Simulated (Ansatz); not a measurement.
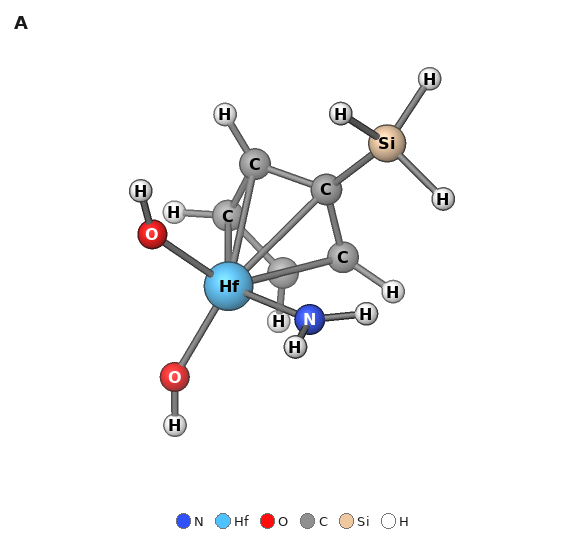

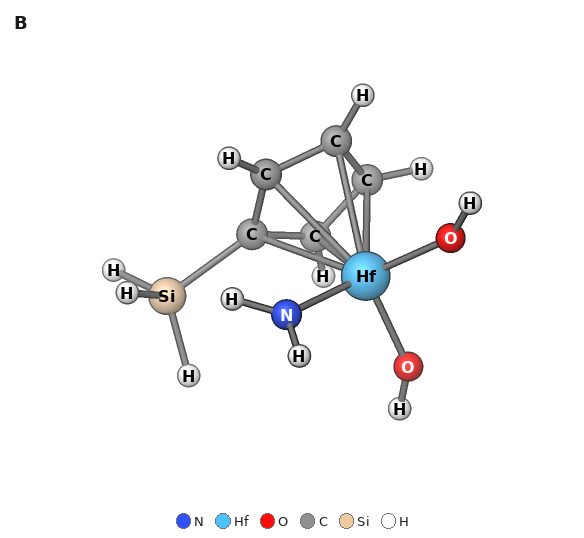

Atoms fade into the background with distance from the viewer. The species is neutral and a spin singlet. The computed structure is the end point of a PBE0-D4/def2-TZVP optimisation. No frequency run is at hand to confirm it as a minimum.

Question: Are A and B the same structure? If not, how do they differ?

Answer: Yes. They are the same structure, C5H11HfNO2Si ([NH2][Hf]1234([OH])([OH])[C@@H]5[C@H]1[C@H]2[C@@]3([SiH3])[C@@H]54), seen from two directions: a rotation takes one into the other. The geometry is chiral (C1), so its mirror image would differ.
